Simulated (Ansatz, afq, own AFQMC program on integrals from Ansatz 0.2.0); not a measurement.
# H2O+ (doublet): AFQMC on the coupled-cluster ladder at distance O1–H2 = 1.004 Å, 6-31G

How near does AFQMC come to the top of the ladder for H2O+ (doublet)?

Program: Ansatz 0.2.0, Gaussian basis, and an in-house AFQMC program (afq) on its integrals; all values are calculated. Level of theory: 6-31G, frozen cores. These are calculated values, not measurements.

To be run: Full CI; PBE (unrestricted); r2SCAN (unrestricted); PBE0 (unrestricted); B3LYP (unrestricted); wB97M-V (unrestricted); B2PLYP (unrestricted); CCSD(T) on UHF; Full CI; Full CI (quartet); CCSDT(Q) on UHF; CCSDTQ on UHF; Phaseless AFQMC, CISD trial on UHF; Phaseless AFQMC, single-determinant trial on UHF; Free-projection AFQMC, CISD trial on UHF; Phaseless AFQMC, single-determinant trial on UHF.

2 further runs of the same task are left out: 2 that didn't finish.

## Step 1: What is computed

The geometry derives from a PBE0/def2-TZVP stationary point (not a proven minimum). One bond is set to the value named and the two fragments are kept rigid.

3 atoms, charge 1, spin multiplicity 2.

Atoms are counted from 1 here; the program's logs count them from 0.

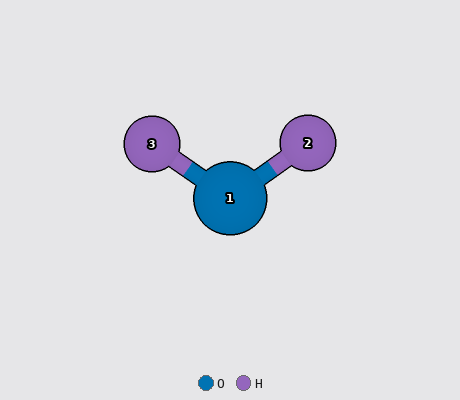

The geometry (oxygen blue, hydrogen purple); atoms are numbered from 1 in the order of the file.

As a file:

```xyz
3
charge 1, multiplicity 2
O     0.00000   -0.06461    0.00000
H     0.00000    0.51276   -0.82114
H     0.00000    0.51276    0.82114
```

## Step 2: Full CI

Contents of in.yaml:

```yaml
crystal:
  periodic: [false, false, false]
  atoms:
    - {symbol: O, position_ang: [0.000000, -0.064607, 0.000000]}
    - {symbol: H, position_ang: [0.000000, 0.512764, -0.821140]}
    - {symbol: H, position_ang: [0.000000, 0.512764, 0.821140]}
basis:
  gaussian: {orbitals: 6-31G}
total_charge: 1
magnetization: {spin_polarized: false, initial_magnetization: 1}
correlation: {method: fci, electrons: outside_noble_gas}
```

Launch:

```console
> ansatz run in.yaml --threads 1 --pin off --events-out ev --progress --plain --max-ram 15360MiB --backend cuda --devices 0, --max-vram 18GiB
```

What it wrote:

```text
Functional definition: HF
  name "HF"
  cite "Fock, Z. Phys. 61, 126 (1930) doi:10.1007/BF01340294"
  parent pbe
  exchange = exact_x
  correlation = 0
220 factors; integrals over basis functions are off by at most 2.9e-8 eV
mean field evaluation 1: about -2054.7346 eV, gradient 3.2e1 eV
mean field evaluation 2: about -2054.7388 eV, gradient 3.2e1 eV
mean field evaluation 4: about -2056.7289 eV, gradient 1.4e0 eV
mean field evaluation 8: about -2056.7343 eV, gradient 1.3e-3 eV
mean field -2056.73434084 eV, -75.5835929212 hartree, gradient 1.3e-6 eV, S^2 0.750000; 0 other end points of the search recorded, 0 dependent functions left out
mean field evaluation 16: about -2056.4489 eV, gradient 9.9e0 eV
1 core orbitals not correlated: weight in the atoms' cores, before any rotation towards them, 1.000 or more for the frozen orbitals, at most 0.000 for the correlated occupied ones
reference -2056.73434084 eV, -75.5835929212 hartree; 4, 3 occupied and 8, 9 virtual orbitals, 220 factors
state -2059.67327538 eV, -75.6915967736 hartree
Total energy: -2059.67327538 eV, -75.6915967736 hartree
```

Wall time 8 s (1 × NVIDIA H100 80GB HBM3 with 1 thread of AMD EPYC 7R13 (Zen 3), shared host).

From the report: 27,126 determinants, symmetry B1.

## Step 3: PBE (unrestricted)

Edit in.yaml of step 2 so:

```diff
@@ -9,3 +9,4 @@
 total_charge: 1
-magnetization: {spin_polarized: false, initial_magnetization: 1}
-correlation: {method: fci, electrons: outside_noble_gas}
+magnetization: {spin_polarized: true, initial_magnetization: 1}
+hamiltonian: {xc: {name: PBE}}
+output: {orbitals: {seedname: orbitals}}
```

Launch:

```console
> ansatz run in.yaml --threads 1 --pin off --events-out ev --progress --plain --max-ram 5120MiB --backend cpu
```

What it wrote:

```text
Functional definition: PBE
  name "PBE"
  cite "Perdew, Burke & Ernzerhof, Phys. Rev. Lett. 77, 3865 (1996) doi:10.1103/PhysRevLett.77.3865"
  parent pbe
  parameter kappa = 0.804
  parameter beta = 0.06672455060314922
  exchange = pbe_x(kappa = kappa, mu = beta*pi^2/3)
  correlation = pbe_c(beta = beta)
139 factors; integrals over basis functions are off by at most 2.6e-4 eV
mean field evaluation 1: about -2055.3368 eV, gradient 4.8e1 eV
mean field evaluation 2: about -2045.8712 eV, gradient 6.8e1 eV
mean field evaluation 4: about -2064.0473 eV, gradient 2.4e-1 eV
mean field evaluation 8: about -2064.0367 eV, gradient 5.0e-3 eV
mean field -2064.03665184 eV, -75.8519479008 hartree, gradient 5.9e-5 eV, S^2 0.751616; 0 other end points of the search recorded, 0 dependent functions left out
reference -2064.03666293 eV, -75.8519483082 hartree; 5, 4 occupied and 8, 9 virtual orbitals, 139 factors
Total energy: -2064.03666293 eV, -75.8519483082 hartree
```

Wall time 0.18 s (1 thread of AMD EPYC 7R13 (Zen 3), shared host).

From the report: ⟨S²⟩ of the determinant 0.752 (pure doublet: 0.75).

## Step 4: r2SCAN (unrestricted)

Edit in.yaml of step 3 so:

```diff
@@ -10,3 +10,2 @@
 magnetization: {spin_polarized: true, initial_magnetization: 1}
-hamiltonian: {xc: {name: PBE}}
-output: {orbitals: {seedname: orbitals}}
+hamiltonian: {xc: {name: r2SCAN}}
```

The command is unchanged.

What it wrote:

```text
Functional definition: r2SCAN
  name "r2SCAN"
  cite "Furness, Kaplan, Ning, Perdew & Sun, J. Phys. Chem. Lett. 11, 8208 (2020) doi:10.1021/acs.jpclett.0c02405"
  cite "Furness, Kaplan, Ning, Perdew & Sun, J. Phys. Chem. Lett. 11, 9248 (2020) doi:10.1021/acs.jpclett.0c03077"
  parent r2scan
  parameter k0 = 0.174
  parameter k1 = 0.065
  parameter a1 = 4.9479
  exchange = r2scan_x(k0 = k0, k1 = k1, a1 = a1)
  correlation = r2scan_c
139 factors; integrals over basis functions are off by at most 2.6e-4 eV
mean field evaluation 1: about -2058.1215 eV, gradient 4.3e1 eV
mean field evaluation 2: about -2054.3780 eV, gradient 5.3e1 eV
mean field evaluation 4: about -2065.2835 eV, gradient 1.4e-1 eV
mean field evaluation 8: about -2065.2747 eV, gradient 7.9e-4 eV
mean field -2065.27472591 eV, -75.8974462838 hartree, gradient 4.3e-5 eV, S^2 0.752607; 0 other end points of the search recorded, 0 dependent functions left out
reference -2065.27472896 eV, -75.8974463958 hartree; 5, 4 occupied and 8, 9 virtual orbitals, 139 factors
Total energy: -2065.27472896 eV, -75.8974463958 hartree
```

Run time: 0.39 s. Hardware: 1 thread of AMD EPYC 7R13 (Zen 3), shared host.

From the report: ⟨S²⟩ of the determinant 0.753 (pure doublet: 0.75).

## Step 5: PBE0 (unrestricted)

Edit in.yaml of step 4 so:

```diff
@@ -10,2 +10,3 @@
 magnetization: {spin_polarized: true, initial_magnetization: 1}
-hamiltonian: {xc: {name: r2SCAN}}
+hamiltonian: {xc: {name: PBE0}}
+output: {orbitals: {seedname: orbitals}}
```

Launched as before.

What it wrote:

```text
Functional definition: PBE0
  name "PBE0"
  cite "Adamo & Barone, J. Chem. Phys. 110, 6158 (1999) doi:10.1063/1.478522"
  cite "Perdew, Burke & Ernzerhof, Phys. Rev. Lett. 77, 3865 (1996) doi:10.1103/PhysRevLett.77.3865"
  parent pbe
  parameter a = 0.25
  parameter kappa = 0.804
  parameter beta = 0.06672455060314922
  exchange = (1 - a)*pbe_x(kappa = kappa, mu = beta*pi^2/3) + a*exact_x
  correlation = pbe_c(beta = beta)
139 factors; integrals over basis functions are off by at most 2.6e-4 eV
mean field evaluation 1: about -2058.0627 eV, gradient 4.0e1 eV
mean field evaluation 2: about -2057.2361 eV, gradient 4.3e1 eV
mean field evaluation 4: about -2064.1420 eV, gradient 1.1e-1 eV
mean field evaluation 8: about -2064.1334 eV, gradient 4.3e-4 eV
mean field -2064.13344803 eV, -75.8555050951 hartree, gradient 5.9e-5 eV, S^2 0.752107; 0 other end points of the search recorded, 0 dependent functions left out
reference -2064.13345669 eV, -75.8555054136 hartree; 5, 4 occupied and 8, 9 virtual orbitals, 139 factors
Total energy: -2064.13345669 eV, -75.8555054136 hartree
```

It took 0.18 s on 1 thread of AMD EPYC 7R13 (Zen 3), shared host.

From the report: ⟨S²⟩ of the determinant 0.752 (pure doublet: 0.75).

## Step 6: B3LYP (unrestricted)

Edit in.yaml of step 5 so:

```diff
@@ -10,3 +10,2 @@
 magnetization: {spin_polarized: true, initial_magnetization: 1}
-hamiltonian: {xc: {name: PBE0}}
-output: {orbitals: {seedname: orbitals}}
+hamiltonian: {xc: {name: B3LYP}}
```

The command is unchanged.

What it wrote, cut to the lines that bear on the results:

```text
Functional definition: B3LYP
  name "B3LYP"
  cite "Stephens, Devlin, Chabalowski & Frisch, J. Phys. Chem. 98, 11623 (1994) doi:10.1021/j100096a001"
  cite "Becke, Phys. Rev. A 38, 3098 (1988) doi:10.1103/PhysRevA.38.3098"
  cite "Lee, Yang & Parr, Phys. Rev. B 37, 785 (1988) doi:10.1103/PhysRevB.37.785"
  cite "Vosko, Wilk & Nusair, Can. J. Phys. 58, 1200 (1980) doi:10.1139/p80-159"
[...]
139 factors; integrals over basis functions are off by at most 2.6e-4 eV
[...]
mean field -2066.31846376 eV, -75.9358029421 hartree, gradient 5.8e-5 eV, S^2 0.752045; 0 other end points of the search recorded, 0 dependent functions left out
reference -2066.31855367 eV, -75.9358062465 hartree; 5, 4 occupied and 8, 9 virtual orbitals, 139 factors
Total energy: -2066.31855367 eV, -75.9358062465 hartree
```

Wall time 0.18 s (1 thread of AMD EPYC 7R13 (Zen 3), shared host).

From the report: ⟨S²⟩ of the determinant 0.752 (pure doublet: 0.75).

## Step 7: wB97M-V (unrestricted)

Edit in.yaml of step 6 so:

```diff
@@ -10,2 +10,3 @@
 magnetization: {spin_polarized: true, initial_magnetization: 1}
-hamiltonian: {xc: {name: B3LYP}}
+hamiltonian: {xc: {name: wB97M-V}}
+output: {orbitals: {seedname: orbitals}}
```

Launched as before.

What it wrote, cut to the lines that bear on the results:

```text
Functional definition: wB97M-V
  name "wB97M-V"
  cite "Mardirossian & Head-Gordon, J. Chem. Phys. 144, 214110 (2016) doi:10.1063/1.4952647"
  cite "Becke, J. Chem. Phys. 107, 8554 (1997) doi:10.1063/1.475007"
  cite "Vydrov & Van Voorhis, J. Chem. Phys. 133, 244103 (2010) doi:10.1063/1.3521275"
  # Of w^i u^j: cxij and so on, Table III.
[...]
  gx(w, u) = 1 - cx + cx01*u + cx10*w
  gss(w, u) = css00 + css04*u^4 + css10*w + css20*w^2 + css43*w^4*u^3
  gos(w, u) = cos00 + cos10*w + (cos20 + cos21*u)*w^2 + (cos60 + cos61*u)*w^6
[...]
      + integral(e_c_pw_mod_opposite_spin*gos(b97_w_opposite, b97_u_opposite)) + vv10(b, c)
139 factors; integrals over basis functions are off by at most 2.6e-4 eV
65 factors; integrals over basis functions are off by at most 5.8e-6 eV
[...]
mean field -2065.49961546 eV, -75.9057108221 hartree, gradient 2.7e-5 eV, S^2 0.752377; 0 other end points of the search recorded, 0 dependent functions left out
reference -2065.49962803 eV, -75.9057112843 hartree; 5, 4 occupied and 8, 9 virtual orbitals, 139 factors
Total energy: -2065.49962803 eV, -75.9057112843 hartree
```

Run time: 0.54 s. Hardware: 1 thread of AMD EPYC 7R13 (Zen 3), shared host.

From the report: ⟨S²⟩ of the determinant 0.752 (pure doublet: 0.75).

## Step 8: B2PLYP (unrestricted)

Edit in.yaml of step 7 so:

```diff
@@ -10,3 +10,3 @@
 magnetization: {spin_polarized: true, initial_magnetization: 1}
-hamiltonian: {xc: {name: wB97M-V}}
-output: {orbitals: {seedname: orbitals}}
+hamiltonian: {xc: {name: B2PLYP}}
+correlation: {electrons: outside_noble_gas}
```

Same command.

What it wrote, cut to the lines that bear on the results:

```text
Functional definition: B2PLYP
  name "B2PLYP"
  cite "Grimme, J. Chem. Phys. 124, 034108 (2006) doi:10.1063/1.2148954"
  cite "Becke, Phys. Rev. A 38, 3098 (1988) doi:10.1103/PhysRevA.38.3098"
  cite "Lee, Yang & Parr, Phys. Rev. B 37, 785 (1988) doi:10.1103/PhysRevB.37.785"
[...]
139 factors; integrals over basis functions are off by at most 2.6e-4 eV
[...]
mean field -2063.17828823 eV, -75.8204036198 hartree, gradient 5.2e-6 eV, S^2 0.753250; 0 other end points of the search recorded, 0 dependent functions left out
1 core orbitals not correlated: weight in the atoms' cores, before any rotation towards them, 1.000 or more for the frozen orbitals, at most 0.000 for the correlated occupied ones
reference -2063.17834680 eV, -75.8204057722 hartree; 4, 3 occupied and 8, 9 virtual orbitals, 139 factors
second order -3.07710477 eV of doubles, -0.00000000 eV of singles
Total energy: -2064.00916508 eV, -75.8509377812 hartree
```

Run time: 0.21 s. Hardware: 1 thread of AMD EPYC 7R13 (Zen 3), shared host.

From the report: ⟨S²⟩ of the determinant 0.753 (pure doublet: 0.75).

## Step 9: CCSD(T) on UHF

Edit in.yaml of step 8 so:

```diff
@@ -10,3 +10,2 @@
 magnetization: {spin_polarized: true, initial_magnetization: 1}
-hamiltonian: {xc: {name: B2PLYP}}
-correlation: {electrons: outside_noble_gas}
+correlation: {method: ccsd_t, electrons: outside_noble_gas, hamiltonian_folder: ham}
```

Launch:

```console
> ansatz run in.yaml --threads 1 --pin off --events-out ev --progress --plain --max-ram 15360MiB --backend cuda --devices 0, --max-vram 18GiB
```

What it wrote, cut to the lines that bear on the results:

```text
Functional definition: HF
  name "HF"
  cite "Fock, Z. Phys. 61, 126 (1930) doi:10.1007/BF01340294"
  parent pbe
[...]
139 factors; integrals over basis functions are off by at most 2.6e-4 eV
[...]
mean field -2056.79455430 eV, -75.5858057252 hartree, gradient 1.3e-6 eV, S^2 0.756405; 1 other end points of the search recorded, 0 dependent functions left out
determinant -2056.79455430 eV, -75.5858057252 hartree, with singles and doubles -2059.64404894 eV, -75.6905227218 hartree
determinant -2055.06368275 eV, -75.5221973690 hartree, with singles and doubles -2057.85230706 eV, -75.6246774219 hartree
1 core orbitals not correlated: weight in the atoms' cores, before any rotation towards them, 1.000 or more for the frozen orbitals, at most 0.000 for the correlated occupied ones
reference -2056.79455430 eV, -75.5858057252 hartree; 4, 3 occupied and 8, 9 virtual orbitals, 139 factors
second order -2.52052549 eV of doubles, -0.00000000 eV of singles
cycle   1  -2.84957073 eV  change   -7.6e-5 eV  update   2.2e-4
[...]
cycle   6  -2.84965025 eV  change   -2.7e-6 eV  update   7.1e-7
perturbative correction -0.02031572 eV, -0.0007465890 hartree
Total energy: -2059.66452027 eV, -75.6912750293 hartree
```

Run time: 3.6 s. Hardware: 1 × NVIDIA H100 80GB HBM3 with 1 thread of AMD EPYC 7R13 (Zen 3), shared host.

From the report: ⟨S²⟩ of the determinant 0.756 (pure doublet: 0.75); correlation -2.8700 eV; T1 0.008; largest double amplitude 0.04.

This run also writes the integrals to the folder ham.

## Step 10: Full CI

Contents of in.yaml:

```yaml
hamiltonian:
  integrals:
    folder: ../ham
correlation: {method: fci}
```

Launched as before.

What it wrote:

```text
Functional definition: HF
  name "HF"
  cite "Fock, Z. Phys. 61, 126 (1930) doi:10.1007/BF01340294"
  parent pbe
  exchange = exact_x
  correlation = 0
reference -2056.79455430 eV, -75.5858057252 hartree; 4, 3 occupied and 8, 9 virtual orbitals, 139 factors
state -2059.67365479 eV, -75.6916107166 hartree
Total energy: -2059.67365479 eV, -75.6916107166 hartree
```

It took 8 s on 1 × NVIDIA H100 80GB HBM3 with 1 thread of AMD EPYC 7R13 (Zen 3), shared host.

From the report: 27,126 determinants.

## Step 11: Full CI (quartet)

Contents of in.yaml:

```yaml
crystal:
  periodic: [false, false, false]
  atoms:
    - {symbol: O, position_ang: [0.000000, -0.064607, 0.000000]}
    - {symbol: H, position_ang: [0.000000, 0.512764, -0.821140]}
    - {symbol: H, position_ang: [0.000000, 0.512764, 0.821140]}
basis:
  gaussian: {orbitals: 6-31G}
total_charge: 1
magnetization: {spin_polarized: false, initial_magnetization: 3}
correlation: {method: fci, electrons: outside_noble_gas}
```

Same command.

What it wrote:

```text
Functional definition: HF
  name "HF"
  cite "Fock, Z. Phys. 61, 126 (1930) doi:10.1007/BF01340294"
  parent pbe
  exchange = exact_x
  correlation = 0
220 factors; integrals over basis functions are off by at most 2.9e-8 eV
mean field evaluation 1: about -2045.2572 eV, gradient 7.7e0 eV
mean field evaluation 2: about -2045.2804 eV, gradient 7.7e0 eV
mean field evaluation 4: about -2045.4913 eV, gradient 2.2e-1 eV
mean field evaluation 8: about -2045.4909 eV, gradient 1.6e-3 eV
mean field evaluation 16: about -2045.3137 eV, gradient 2.1e0 eV
mean field -2045.49085038 eV, -75.1704022680 hartree, gradient 9.6e-6 eV, S^2 3.750000; 2 other end points of the search recorded, 0 dependent functions left out
mean field evaluation 32: about -2045.5276 eV, gradient 7.6e-1 eV
1 core orbitals not correlated: weight in the atoms' cores, before any rotation towards them, 1.000 or more for the frozen orbitals, at most 0.000 for the correlated occupied ones
reference -2045.49085038 eV, -75.1704022680 hartree; 5, 2 occupied and 7, 10 virtual orbitals, 220 factors
state -2047.72761686 eV, -75.2526019200 hartree
Total energy: -2047.72761686 eV, -75.2526019200 hartree
```

It took 8 s on 1 × NVIDIA H100 80GB HBM3 with 1 thread of AMD EPYC 7R13 (Zen 3), shared host.

From the report: 13,384 determinants, symmetry B1.

## Step 12: CCSDT(Q) on UHF

Edit in.yaml of step 11 so:

```diff
@@ -9,3 +9,3 @@
 total_charge: 1
-magnetization: {spin_polarized: false, initial_magnetization: 3}
-correlation: {method: fci, electrons: outside_noble_gas}
+magnetization: {spin_polarized: true, initial_magnetization: 1}
+correlation: {method: ccsdt_q, electrons: outside_noble_gas}
```

The command is unchanged.

What it wrote, cut to the lines that bear on the results:

```text
Functional definition: HF
  name "HF"
  cite "Fock, Z. Phys. 61, 126 (1930) doi:10.1007/BF01340294"
  parent pbe
[...]
220 factors; integrals over basis functions are off by at most 2.9e-8 eV
[...]
mean field -2056.79452813 eV, -75.5858047633 hartree, gradient 1.3e-6 eV, S^2 0.756405; 1 other end points of the search recorded, 0 dependent functions left out
determinant -2056.79452813 eV, -75.5858047633 hartree, with singles and doubles -2059.64406053 eV, -75.6905231476 hartree
determinant -2055.06366907 eV, -75.5221968662 hartree, with singles and doubles -2057.85233595 eV, -75.6246784836 hartree
1 core orbitals not correlated: weight in the atoms' cores, before any rotation towards them, 1.000 or more for the frozen orbitals, at most 0.000 for the correlated occupied ones
reference -2056.79452813 eV, -75.5858047633 hartree; 4, 3 occupied and 8, 9 virtual orbitals, 220 factors
second order -2.52059433 eV of doubles, -0.00000000 eV of singles
cycle   1  -2.72123191 eV  change   -2.0e-1 eV  update   3.6e-2
[...]
cycle  13  -2.87357219 eV  change    5.3e-7 eV  update   4.1e-7
perturbative correction -0.00519540 eV, -0.0001909276 hartree
Total energy: -2059.67329572 eV, -75.6915975210 hartree
```

Run time: 3.4 s. Hardware: 1 × NVIDIA H100 80GB HBM3 with 1 thread of AMD EPYC 7R13 (Zen 3), shared host.

From the report: ⟨S²⟩ of the determinant 0.756 (pure doublet: 0.75); correlation -2.8788 eV; T1 0.008; largest double amplitude 0.04.

## Step 13: CCSDTQ on UHF

Edit in.yaml of step 12 so:

```diff
@@ -10,2 +10,2 @@
 magnetization: {spin_polarized: true, initial_magnetization: 1}
-correlation: {method: ccsdt_q, electrons: outside_noble_gas}
+correlation: {method: ccsdtq, electrons: outside_noble_gas}
```

Launched as before.

What it wrote, cut to the lines that bear on the results:

```text
Functional definition: HF
  name "HF"
  cite "Fock, Z. Phys. 61, 126 (1930) doi:10.1007/BF01340294"
  parent pbe
[...]
220 factors; integrals over basis functions are off by at most 2.9e-8 eV
[...]
mean field -2056.79452813 eV, -75.5858047633 hartree, gradient 1.3e-6 eV, S^2 0.756405; 1 other end points of the search recorded, 0 dependent functions left out
determinant -2056.79452813 eV, -75.5858047633 hartree, with singles and doubles -2059.64406053 eV, -75.6905231476 hartree
determinant -2055.06366907 eV, -75.5221968662 hartree, with singles and doubles -2057.85233595 eV, -75.6246784836 hartree
1 core orbitals not correlated: weight in the atoms' cores, before any rotation towards them, 1.000 or more for the frozen orbitals, at most 0.000 for the correlated occupied ones
reference -2056.79452813 eV, -75.5858047633 hartree; 4, 3 occupied and 8, 9 virtual orbitals, 220 factors
second order -2.52059433 eV of doubles, -0.00000000 eV of singles
cycle   1  -2.72123175 eV  change   -2.0e-1 eV  update   3.6e-2
[...]
cycle  13  -2.87902020 eV  change    2.9e-7 eV  update   6.1e-7
Total energy: -2059.67354832 eV, -75.6916068040 hartree
```

It took 6.5 s on 1 × NVIDIA H100 80GB HBM3 with 1 thread of AMD EPYC 7R13 (Zen 3), shared host.

From the report: ⟨S²⟩ of the determinant 0.756 (pure doublet: 0.75); correlation -2.8790 eV; T1 0.008; largest double amplitude 0.04.

(Part 1 of 2 ends here.)
